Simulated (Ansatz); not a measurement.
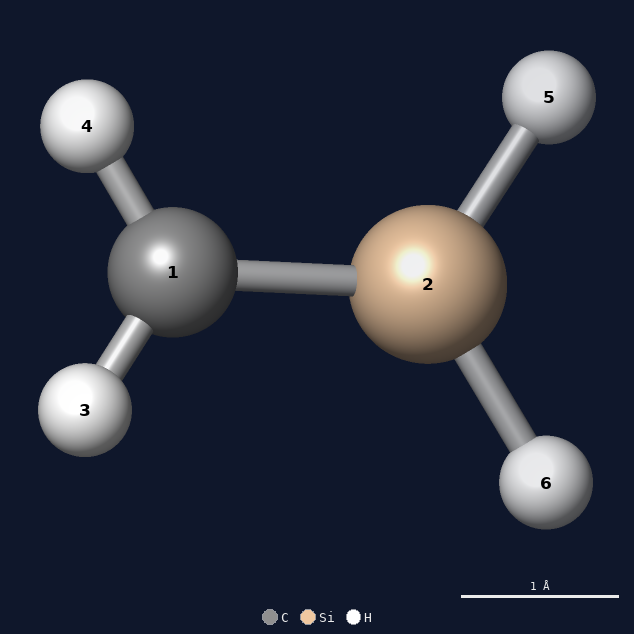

Atoms carry their numbers in the input. The computed structure is the end point of a PBE0-D4/def2-TZVP optimisation. No frequency run is at hand to confirm it as a minimum.

List the bonds and their lengths.

```tsv
bond	length (Å)
C1–Si2	1.699
C1–H3	1.084
C1–H4	1.084
Si2–H5	1.478
Si2–H6	1.478
```
